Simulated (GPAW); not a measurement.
# Polarising 2H-CrSTe monolayer with a field along the normal

The dipole of the cell at several fields, atoms fixed. What does the strongest field give, and what length does the slope stand for?

Set-up. GPAW 26.7.0, plane waves (400 eV), PAW setups, PBE, 9×9 mesh, a dipole layer in the vacuum; geometry relaxed without an applied field with GPAW. The cell's area is 9.26 Å², and e/ε0 = 180.95 V Å.

Results, with one row withheld:

| field (V/Å) | dipole (e Å) |
| --- | --- |
| −0.2 | −0.1380 |
| −0.1 | −0.1093 |
| −0.05 | −0.0950 |
| 0.05 | −0.0663 |
| 0.1 | −0.0520 |
| 0.2 | −0.0232 |
| 0.3 | ? |

Q: What is the dipole at 0.3 V/Å?

Worked answer. A line through the 6 points has the slope α = 0.287 e Å per V/Å and the intercept p₀ = −0.0806 e Å (r.m.s. residual 3.5e−05). At 0.3 V/Å it gives p = −0.0806 + 0.287 × 0.3 = 0.0054 e Å; the run gives 0.0056 e Å, so the response stays linear to 0.2 % of the induced part. Dividing by ε0 and the area: α/(ε0 A) = 0.287 × 180.95 / 9.26 = 5.61 Å, against 3.18 Å between the outer nuclei.

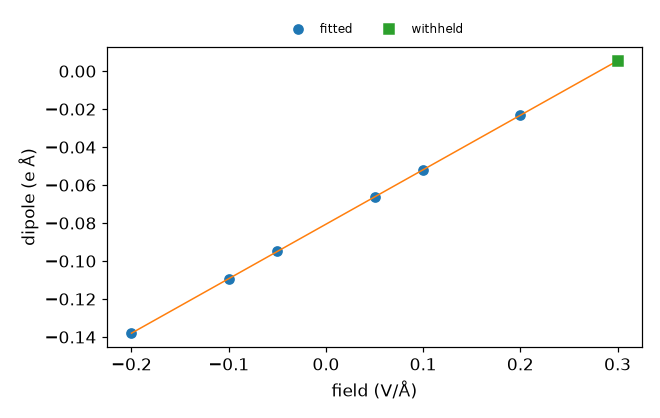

The line and the withheld run.

**Limits.** This is the electronic response alone; ions that move would add to it in polar layers. No run was spin-polarised, so magnetic states weren't tested. Spin-orbit coupling is left out, which matters for the heavier atoms here. Layers with unlike faces were relaxed with their cell in a fully periodic cell without the dipole layer, so their atoms felt a small spurious field.
